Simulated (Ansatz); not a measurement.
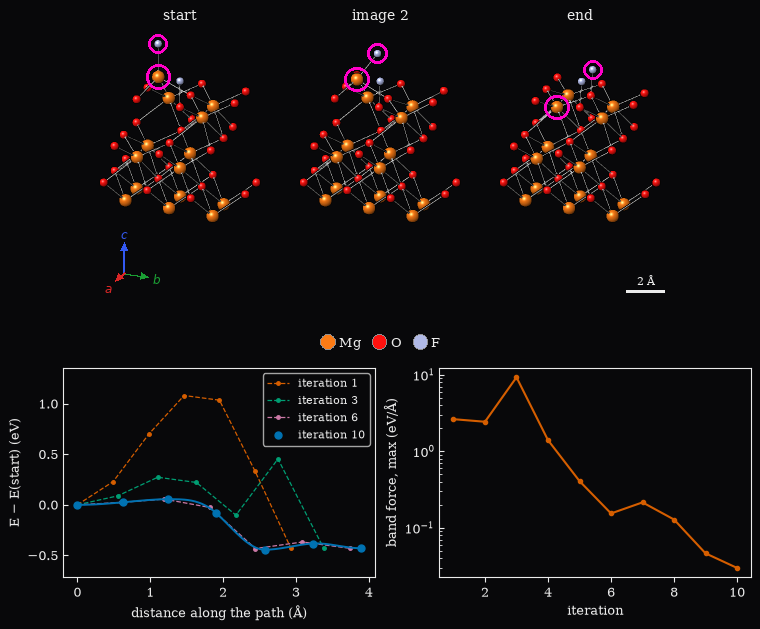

A nudged-elastic-band calculation for F2 on MgO(111) (26 atoms in the cell). Images are numbered from 0 (start) to 6 (end). The plot follows the band through its iterations. A ball-and-stick model of the simulation cell, with the vacuum cut short (origin moved), seen slightly off an axis. The atoms that move most are ringed. Bonds to atoms that aren't drawn are left out.

Computed with DFT PBE, scalar-relativistic, plane waves, PAW (Ansatz). Set-up: plane-wave cutoff 420 eV; k-point mesh 2 × 2 × 1; Fermi-Dirac smearing 0.02 eV; 8 atoms held fixed; 5 movable images; climbing image; force threshold 0.03 eV/Å; iteration limit 28; starting path by image-dependent pair potential.

### How did the profile develop, and is the result final?

The run is converged, with reservations. The band converged in 10 iterations. The largest component of the band force went from 2.6 to 0.03 eV/Å. The climbing image converged on the top of the path. A check of its curvatures didn't confirm a first-order saddle. The first iteration put the highest image at 1.08 eV. The energy climbs by 0.06 eV to image 2 and then falls by 0.49 eV, so the end point sits at −0.43 eV. Image 4 lies below both ends, at −0.44 eV, which points to an intermediate minimum that so few images don't resolve. The profile has 2 maxima (images 2, 5) with a dip at image 4 (−0.44 eV), so the process runs in steps.

Limits of the set-up: the k-point mesh is coarse for a cell with partly filled bands; the periodic images lie only 6.2 Å apart, so the values are limited by the cell's size.

Cost: 15 min on 2 threads of Intel(R) Xeon(R) 6975P-C (Granite Rapids) (shared host), peak memory 2.2 GiB.

PAW datasets: the set soft_1.
